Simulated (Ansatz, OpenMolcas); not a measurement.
**How methods differ on AsH2 (SMILES [AsH2])**

The species is AsH2 (3 atoms), meant as a doublet with charge 0. SMILES: `[AsH2]`. The coordinates come from a PBE0-D4/def2-TZVP relaxation.

```xyz
3

As   -0.5733    0.3274   -0.2748
H     0.6804    0.7957    0.4591
H    -0.1071   -1.1232   -0.1843
```

Each level gives the energy change with the As1–H2 bond stretched from 1.526 to 2.747 Å (eV). The values are calculated.

| level | kind | program | value (eV) | less CCSD(T)/cc-pVTZ |
| --- | --- | --- | --- | --- |
| ROHF/cc-pVTZ | Hartree–Fock | OpenMolcas | 3.68 | +0.99 |
| U-r2SCAN/cc-pVTZ | meta-GGA | OpenMolcas | 2.67 | -0.02 |
| UB3LYP/cc-pVTZ | global hybrid | Ansatz | 2.74 | +0.05 |
| UBHLYP/cc-pVTZ | global hybrid | Ansatz | 2.76 | +0.07 |
| UHSE06/cc-pVTZ | range-separated hybrid | Ansatz | 2.75 | +0.06 |
| RPA@PBE0/cc-pVTZ | RPA | Ansatz | 2.86 | +0.17 |
| CASSCF(7,6)/cc-pVTZ | multireference | OpenMolcas | 2.24 | -0.45 |
| ROCCSD(T)/cc-pVTZ | coupled cluster or CI | OpenMolcas | 2.69 | 0.00 |

ROCCSD(T)/cc-pVTZ is the highest level here, not the true value. At this stretch a single reference begins to fail. All-electron rows without a relativistic Hamiltonian named are non-relativistic. The first shape isn't each level's own minimum. The values span 2.24 to 3.68 eV. Spin contamination of the reference (⟨S²⟩ at least 0.1 too high) touches U-r2SCAN/cc-pVTZ, UB3LYP/cc-pVTZ, UBHLYP/cc-pVTZ, UHSE06/cc-pVTZ, RPA@PBE0/cc-pVTZ. In the correlated wave-function rows the outer d shell of As is correlated, in sets not made for it.

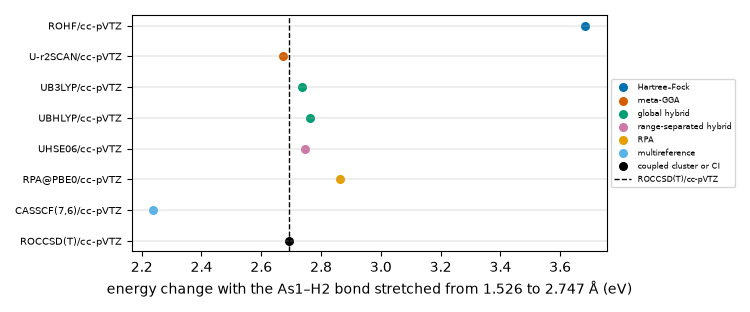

The values of the table, level by level.
